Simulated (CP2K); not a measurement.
# GFN1-xTB run of C2H8AlAs (SMILES C[CH2][AlH][AsH2])

Aim: the vertical ionisation energy of C2H8AlAs at GFN1-xTB, from 2 runs. 

The calculation is run with CP2K 2026.2.

3 further runs of the same task are left out: 1 that didn't finish, 2 set aside as unsound or not needed.

**1. The structure to begin with**

C2H8AlAs: 12 atoms, total charge 0, spin state singlet. SMILES: `C[CH2][AlH][AsH2]`. The shape comes from GFN2-xTB, which is rough for such elements, and wasn't checked as a minimum. This is one conformer, not always the lowest.

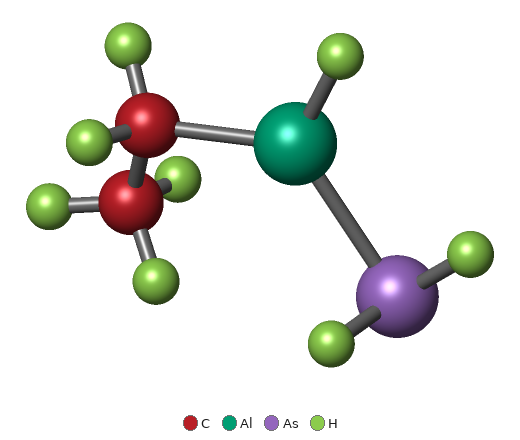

Viewed from a chosen angle; carbon red, aluminium teal, arsenic purple, hydrogen green.

**2. A single-point energy at GFN1-xTB**

The input, molecule.xyz:

```xyz
12

C     -0.995590     1.335890     0.004290
C      0.240960     0.963470     0.843410
Al     1.083710    -0.629430    -0.040440
As    -0.101730    -2.018160    -1.609540
H     -0.692550     1.711890    -0.974220
H     -1.607550     2.098230     0.486700
H     -1.625490     0.454810    -0.165030
H      0.895730     1.841750     0.925910
H     -0.086460     0.760030     1.874380
H      2.539870    -0.986710     0.400640
H     -0.716830    -2.572900    -0.335360
H      1.065940    -2.958880    -1.410750
```

The input, job.inp:

```
&GLOBAL
   PROJECT_NAME job
   RUN_TYPE ENERGY
   PRINT_LEVEL MEDIUM
&END GLOBAL

&FORCE_EVAL
   METHOD QS
   &DFT
      &QS
         METHOD XTB
         EPS_DEFAULT 1.0E-10
         &XTB
            GFN_TYPE TBLITE
            &TBLITE
               METHOD GFN1
            &END TBLITE
            CHECK_ATOMIC_CHARGES F
         &END XTB
      &END QS
      # no periodic images
      &POISSON
         PERIODIC NONE
         POISSON_SOLVER ANALYTIC
      &END POISSON
      &SCF
         SCF_GUESS ATOMIC
         EPS_SCF 1.0E-06
         MAX_SCF 150
         ADDED_MOS 4
         &DIAGONALIZATION
            ALGORITHM STANDARD
         &END DIAGONALIZATION
         &MIXING
            METHOD DIRECT_P_MIXING
            ALPHA 0.4
         &END MIXING
         &SMEAR ON
            METHOD FERMI_DIRAC
            ELECTRONIC_TEMPERATURE [K] 300
         &END SMEAR
      &END SCF
      &PRINT
         &MOMENTS
            PERIODIC F
            REFERENCE COM
            MAX_MOMENT 1
         &END MOMENTS
         &MO ON
            ENERGIES T
            OCCUPATION_NUMBERS T
            NDIGITS 6
            &EACH
               QS_SCF 0
            &END EACH
            ADD_LAST NUMERIC
         &END MO
         &HIRSHFELD OFF
         &END HIRSHFELD
      &END PRINT
   &END DFT
   # atoms, cell and kinds
   &SUBSYS
      # vacuum box
      &CELL
         ABC 16.2 17.1 15.5
         PERIODIC NONE
      &END CELL
      &TOPOLOGY
         COORD_FILE_NAME molecule.xyz
         COORD_FILE_FORMAT XYZ
         &CENTER_COORDINATES
         &END CENTER_COORDINATES
      &END TOPOLOGY
   &END SUBSYS
&END FORCE_EVAL
```

On the command line:

```console
OMP_NUM_THREADS=1 cp2k.psmp job.inp > job.out
```

Output:

```text
CP2K| version string:                                       CP2K version 2026.2
[...]
 GLOBAL| Method name                                                        CP2K
[...]
 GLOBAL| Run type                                                         ENERGY
[...]
                             - Atoms:                                         12
[...]
                             - Spherical basis functions:                     42
[...]
 Number of electrons:                                                         24
[...]
  *** SCF run converged in    18 steps ***
[...]
  Fermi energy:                                                -0.25720898768675
[...]
 TB_DIPOLE| Moment [Debye]         -0.99085389      -0.71728008      -1.16024168
 TB_DIPOLE| Derivative [a.u.]       0.00000000       0.00000000       0.00000000
[...]
 ENERGY| Total FORCE_EVAL ( QS ) energy [hartree]            -12.173110863088965
[...]
```

It took 0.44 s on 1 thread of Arm Neoverse N1, shared host; peak memory 0.14 GiB.

**3. The doublet cation**

molecule.xyz is that of step 2.

The input, qs.inp:

```
&FORCE_EVAL
 METHOD QS
 &DFT
  CHARGE 1
  MULTIPLICITY 2
  UKS T
  &QS
   METHOD XTB
   EPS_DEFAULT 1.0E-10
   &XTB
    GFN_TYPE TBLITE
    &TBLITE
     METHOD GFN1
    &END
    CHECK_ATOMIC_CHARGES F
   &END
  &END
  &POISSON
   PERIODIC NONE
   POISSON_SOLVER ANALYTIC
  &END
  &SCF
   SCF_GUESS ATOMIC
   EPS_SCF 1.0E-06
   MAX_SCF 150
   ADDED_MOS 8
   &DIAGONALIZATION
    ALGORITHM STANDARD
   &END
   &MIXING
    METHOD DIRECT_P_MIXING
    ALPHA 0.4
   &END
  &END
  &PRINT
   &MOMENTS
    PERIODIC F
    REFERENCE COM
    MAX_MOMENT 1
   &END
   &MO ON
    ENERGIES T
    OCCUPATION_NUMBERS T
    NDIGITS 6
    &EACH
     QS_SCF 0
    &END
    ADD_LAST NUMERIC
   &END
   &HIRSHFELD OFF
   &END
  &END
 &END
 &SUBSYS
  &CELL
   ABC 16.2 17.1 15.5
   PERIODIC NONE
  &END
  &TOPOLOGY
   COORD_FILE_NAME molecule.xyz
   COORD_FILE_FORMAT XYZ
   &CENTER_COORDINATES
   &END
  &END
 &END
&END

&GLOBAL
 PROJECT qs
 RUN_TYPE ENERGY
 PRINT_LEVEL MEDIUM
&END
```

On the command line:

```console
OMP_NUM_THREADS=1 cp2k.psmp -i qs.inp -o qs.out
```

Output:

```text
CP2K| version string:                                       CP2K version 2026.2
[...]
 GLOBAL| Method name                                                        CP2K
[...]
 GLOBAL| Run type                                                         ENERGY
[...]
                             - Atoms:                                         12
[...]
                             - Spherical basis functions:                     42
[...]
 Number of electrons:                                                         12
[...]
  *** SCF run converged in    46 steps ***
[...]
  Fermi energy:                                                -0.59887620136005
[...]
 TB_DIPOLE| Moment [Debye]          0.30700675       2.35121138       2.70232983
 TB_DIPOLE| Derivative [a.u.]       0.00000000       0.00000000       0.00000000
[...]
 ENERGY| Total FORCE_EVAL ( QS ) energy [hartree]            -11.687450488655989
[...]
```

Wall time 0.6 s (1 thread of Arm Neoverse N1, shared host); peak memory 0.14 GiB.

**4. Outcome**

Level: GFN1-xTB.

| quantity | value |
| --- | --- |
| singlet C2H8AlAs: total energy | -12.17311 Eh |
| singlet C2H8AlAs: dipole moment (from atomic charges alone) | 1.69 D |
| singlet C2H8AlAs: HOMO energy | -10.30 eV |
| singlet C2H8AlAs: LUMO energy | -6.10 eV |
| singlet C2H8AlAs: HOMO–LUMO gap | 4.19 eV |
| doublet cation: total energy | -11.68745 Eh |
| doublet cation: HOMO energy (highest over α and β) | -16.48 eV |
| doublet cation: LUMO energy (lowest over α and β) | -16.12 eV |
| vertical ionisation energy (to the doublet cation) | 13.215 eV |

**Reading.** The vertical ionisation energy comes to 13.22 eV (305 kcal/mol). xTB total energies overstate such differences by several eV unless an empirical shift is taken off; none is applied here. The dipole (singlet C2H8AlAs) comes from point charges on the atoms alone, without atomic dipoles, so it is partial.
